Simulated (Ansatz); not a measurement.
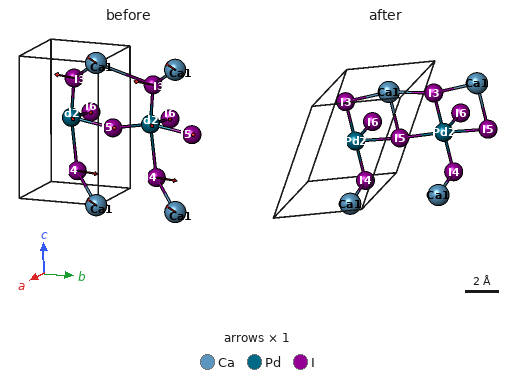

The structure of a crystal of CaPdI₄ (built on the RbAlF4-123 type type) before (left) and after (right) a relaxation, at one scale. The red arrows give the displacements (the part carried along by the change of the cell is left out), at their true length.

The picture is a ball-and-stick view of the cell of the calculation, repeated 1 × 2 × 1 with one cell outlined, seen slightly off an axis.

Case: shaken.

Method: DFT, PBEsol, plane waves, PAW in Ansatz 0.2.0.

Input file:
```yaml
crystal:
  lattice:
    - [5.1658688039, 0.0086017908, 0.0072465393]
    - [0.0086017908, 5.2274916304, 0.0055683587]
    - [0.012478287, 0.0095885188, 8.919570697]
  atoms:
    - { symbol: Ca, position: [-0.012650128, -0.0330377207, -0.0033726535] }
    - { symbol: Pd, position: [0.543138108, 0.4761305073, 0.5382224234] }
    - { symbol: I, position: [0.5411327589, 0.5093839252, 0.815697043] }
    - { symbol: I, position: [0.4862452766, 0.5262388774, 0.1581002679] }
    - { symbol: I, position: [0.5115537575, -0.0122859031, 0.4848540984] }
    - { symbol: I, position: [0.0080571085, 0.5079861011, 0.513680772] }
kpoints:
  mp_grid: { grid: [4, 4, 2] }
hamiltonian:
  xc: pbesol
scf:
  occupations: { method: fermi_dirac, width: 0.05 }
relax:
  f_tol: 0.01
  cell: {}
  max_steps: 120
output:
  write_density: true
  write_potential: true
  elf: true
  volumetric_format: npy
```

Command:
```bash
ansatz run input.yaml --threads 2 --pin off --max-ram 2211MiB --backend cpu --events-out ev --progress --plain --runs-dir out
```

**Summarise the run.**

Over 34 accepted moves (40 points after the start) the energy falls by 3.453 eV per cell of the calculation. Largest force component: 2.6 eV/Å at the start, 0.0042 eV/Å at the end. Pressure: 1.75 GPa at the start and 0.00 GPa at the end. The line search rejected the trial steps at points 12, 22, 26, 30 of the run. The SCF was repeated twice at an unchanged geometry on a basis and grid sized afresh for the cell, which shifted the energy by 93.5 meV per cell of the calculation at most. The largest move relative to the cell is that of Ca1, 1.53 Å along [−1 −1 0]. By element the largest moves are Ca 1.53 Å, I 1.49 Å, Pd 0.38 Å. The volume changes by −12.9 %, with a 5.166 → 5.967 Å (+15.5 %), b 5.228 → 5.964 Å (+14.1 %), c 8.920 → 7.248 Å (−18.7 %), α 89.9° → 66.1°, β 89.8° → 114.7°, γ 89.8° → 89.9°. Among the contacts that change: Ca1–I3 4.057 → 6.729 Å, Ca1–I6 5.195 → 3.022 Å, Ca1–I5 5.191 → 3.022 Å, I3–I4 3.068 → 4.270 Å. New bonds form, among them: Ca1–I5 (5.19 → 3.02 Å), Ca1–I6 (5.20 → 3.02 Å). Among the angles between lasting bonds that change: I4–Ca1–I4 87.2° → 167.1°, Ca1–I4–Ca1 87.2° → 167.1°, Ca1–I3–Pd2 118.7° → 96.4°. The space group (tolerance 0.01 Å) goes from P1 (No. 1) to C2 (No. 5).
